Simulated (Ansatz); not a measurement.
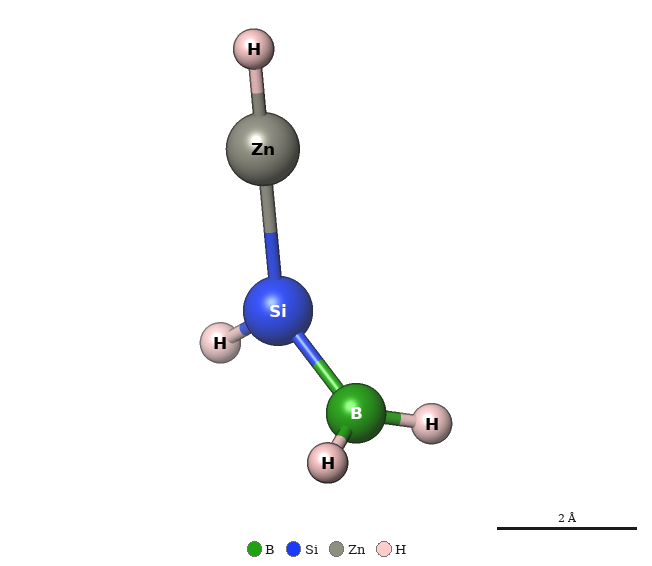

Atoms fade into the background with distance from the viewer. The species has charge +1 and is a spin singlet. The computed structure is the end point of a PBE0-D4/def2-TZVP optimisation. No frequency run is at hand to confirm it as a minimum. Masses are those of the most abundant isotopes; constants are for the rigid equilibrium geometry.

### Classify the rotor and give the rotational constants (GHz).

An asymmetric top (Cs): A = 25.5, B = 2.00, C = 1.88 GHz. Ray's parameter κ is −0.99, close to the prolate limit.
